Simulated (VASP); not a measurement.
Band structure of GeSe2 (relaxed from the fluorite structure, space group Fm-3m). Computed with PBEsol GGA, VASP's PBE PAW potentials (set 64) (plane waves; VASP).

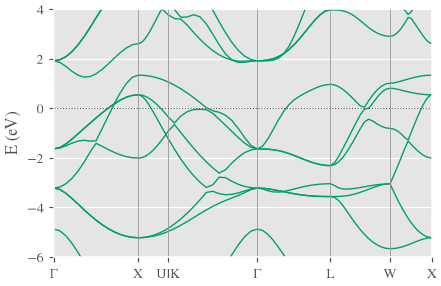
*Bands along high-symmetry lines, zero at the valence-band maximum or, without a gap, the Fermi level*

Question: Read the plot: is there a gap, and where are the band edges?

Answer: It has no gap at this level: it comes out as a metal or semimetal. (Edges off the drawn lines would not show.)

The structure was generated: GeSe2 was put into the fluorite type (Fm-3m), which need not be its known phase. It was relaxed first, which changed the volume by +26 %.
